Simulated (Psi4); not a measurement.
Run report: GeBH$_{3}$O$_{2}$, interaction calculation (part 3 of 3)

GeBH$_{3}$O$_{2}$; SAPT(DFT)/jun-cc-pVDZ, RHF (Psi4 1.11). The geometry comes from this level: GFN2-xTB.

Geometry of the input (Å):
```
O  -0.7833  -0.9371  -0.9944
B  0.3708  -0.7788  -0.6666
O  1.6237  -0.7060  -0.3991
H  1.9808  -0.0630  0.2090
Ge -1.6438  0.5182  0.2483
H  -0.6367  0.0357  1.4628
H  -0.4132  1.5431  -0.1490
```

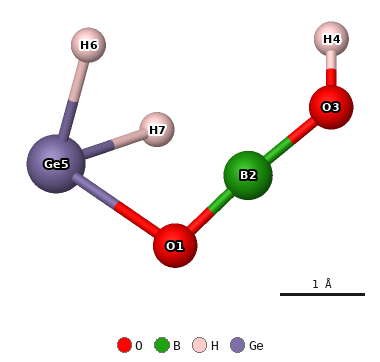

*The structure as given in the input (ball-and-stick view, seen at a tilt; atoms are numbered from 1 in the order of the input). Sticks mark near contacts.*

**The program's output, continued**
```
    Exch10(S^2)                     125.97054386 [mEh]
    Exch10                          130.51297177 [mEh]

   => Uncoupled Induction <=

    Ind20,u (A<-B)                 -166.40605430 [mEh]
    Ind20,u (A->B)                  -37.91298606 [mEh]
    Ind20,u                        -204.31904036 [mEh]
    Exch-Ind20,u (A<-B)             131.50357067 [mEh]
    Exch-Ind20,u (A->B)              30.23825232 [mEh]
    Exch-Ind20,u                    161.74182299 [mEh]

   => Coupled Induction <=

   ---------------------------------------------------
              SAPT Coupled Induction Solver
   ---------------------------------------------------
    Maxiter             =          20
    Convergence         =   1.000E-08
   ---------------------------------------------------
     Iter       (A<-B)           (B->A)      Time [s]
   ---------------------------------------------------
    Guess    7.835187e-02     1.193043e-01          1
        1    3.659721e-02     2.395337e-02          3
        2    1.228719e-02     3.044418e-03          4
        3    3.633668e-03     4.965456e-04          5
        4    7.406740e-04     9.238423e-05          7
        5    1.483622e-04     3.389518e-05          8
        6    2.552658e-05     7.397367e-06         10
        7    4.504217e-06     1.187378e-06         11
        8    6.997678e-07     1.079202e-07         12
        9    8.234734e-08     6.527130e-09*        13
       10    1.072244e-08     6.527130e-09*        14
       11    1.582012e-09*    6.527130e-09*        14
   ---------------------------------------------------

    Ind20,r (A<-B)                 -176.14996723 [mEh]
    Ind20,r (A->B)                  -38.69699820 [mEh]
    Ind20,r                        -214.84696543 [mEh]
    Exch-Ind20,r (A<-B)             140.79631939 [mEh]
    Exch-Ind20,r (A->B)              31.62007863 [mEh]
    Exch-Ind20,r                    172.41639802 [mEh]
   => Loading Basis Set <=

    Name: (JUN-CC-PVDZ AUX)
    Role: RIFIT
    Keyword: DF_BASIS_MP2

  ==> E20 Dispersion (CHF FDDS) <==

   Legendre Points:          10
   Lambda Shift:          0.300
   Fxc Kernal:             ALDA
   (P|Fxc|Q) Thresh:  1.000e-06
  DFHelper Memory: AOs need 0.030 GiB; user supplied 1.192 GiB.
  SCF_SUBTYPE=INCORE selected. In-core MEM_DF algorithm will be used.
  Using in-core AOs.

  ==> DFHelper <==
    NBF:                             100
    NAux:                            360
    Schwarz Cutoff:                1E-12
    Mask sparsity (%):                 0
    DFH Avail. Memory [GiB]:       1.192
    Algorithm:                    DIRECT
    AO Core:                        True
    MO Core:                       False
    Hold Metric:                   False
    Metric Power:                  0.000
    Fitting Condition:             1E-12
    Q Shell Max:                       9

  DFHelper Memory: AOs need 0.030 GiB; user supplied 1.192 GiB.
  SCF_SUBTYPE=INCORE selected. In-core MEM_DF algorithm will be used.
  Using in-core AOs.

   => Time Integration <=

       Omega       Weight       Disp20,u         Disp20   time [s]
   2.269e+01    6.667e-02      1.365e-04      1.213e-04          0
   4.147e+00    1.495e-01      4.540e-03      3.797e-03          0
   1.572e+00    2.191e-01      1.832e-02      1.399e-02          0
   7.589e-01    2.693e-01      3.526e-02      2.444e-02          0
   4.049e-01    2.955e-01      4.456e-02      2.780e-02          0
   2.223e-01    2.955e-01      4.261e-02      2.437e-02          0
   1.186e-01    2.693e-01      3.364e-02      1.829e-02          0
   5.727e-02    2.191e-01      2.291e-02      1.226e-02          0
   2.170e-02    1.495e-01      1.326e-02      7.082e-03          0
   3.966e-03    6.667e-02      5.322e-03      2.843e-03          1

    Disp20,u                        -35.10250881 [mEh]
    Disp20                          -21.48454161 [mEh]

  ==> E20 Dispersion (MP2) <==

    Disp20 (MP2)                    -34.97868671 [mEh]
    Exch-Disp20,u                     8.50064009 [mEh]
    Scaling Scheme                    FIXED
    Scaling Factor                    0.770
    Est. Exch-Disp20,r                6.54549287 [mEh]

   SAPT(DFT) Results
  ---------------------------------------------------------------------------------------------------------
    Electrostatics                  -80.46145533 [mEh]    -50.49032549 [kcal/mol]   -211.25152186 [kJ/mol]
      Elst1,r                       -80.46145533 [mEh]    -50.49032549 [kcal/mol]   -211.25152186 [kJ/mol]

    Exchange                        130.51297177 [mEh]     81.89812623 [kcal/mol]    342.66176017 [kJ/mol]
      Exch1                         130.51297177 [mEh]     81.89812623 [kcal/mol]    342.66176017 [kJ/mol]
      Exch1(S^2)                    125.97054386 [mEh]     79.04770969 [kcal/mol]    330.73561734 [kJ/mol]

    Induction                       -49.85587885 [mEh]    -31.28503630 [kcal/mol]   -130.89659188 [kJ/mol]
      Ind2,r                       -214.84696543 [mEh]   -134.81850622 [kcal/mol]   -564.08063002 [kJ/mol]
      Exch-Ind2,r                   172.41639802 [mEh]    108.19292319 [kcal/mol]    452.67919064 [kJ/mol]
      Induction (A<-B)              -35.35364784 [mEh]    -22.18474895 [kcal/mol]    -92.82098961 [kJ/mol]
      Induction (A->B)               -7.07691957 [mEh]     -4.44083408 [kcal/mol]    -18.58044978 [kJ/mol]
      delta HF,r (2)                 -7.42531144 [mEh]     -4.65945327 [kcal/mol]    -19.49515250 [kJ/mol]

    Dispersion                      -14.93904874 [mEh]     -9.37439461 [kcal/mol]    -39.22246706 [kJ/mol]
      Disp2,r                       -21.48454161 [mEh]    -13.48175340 [kcal/mol]    -56.40765622 [kJ/mol]
      Disp2,u                       -34.97868671 [mEh]    -21.94945729 [kcal/mol]    -91.83652930 [kJ/mol]
      Est. Exch-Disp2,r               6.54549287 [mEh]      4.10735879 [kcal/mol]     17.18518916 [kJ/mol]
      Exch-Disp2,u                    8.50064009 [mEh]      5.33423219 [kcal/mol]     22.31842748 [kJ/mol]

    Total SAPT(DFT)                 -14.74341115 [mEh]     -9.25163017 [kcal/mol]    -38.70882064 [kJ/mol]
  ---------------------------------------------------------------------------------------------------------

	total time  =         25 seconds =       0.42 minutes

Warning! sapt(dft) does not have an associated derived wavefunction. The returned wavefunction is the dimer SCF wavefunction.

    Psi4 run time: 0:00:36.02

[set-up sections that repeat, and orbital energies of the middle runs, are left out above]
```

**Key numbers**

```csv
quantity,value
outcome,converged
SCF energy,−2251.557530 hartree
basis functions,549
hardware,"1 thread of INTEL XEON PLATINUM @ 2.10GHz (Emerald Rapids), 24 GiB of memory available, shared host"
wall time,37 s
peak memory,0.85 GiB
```
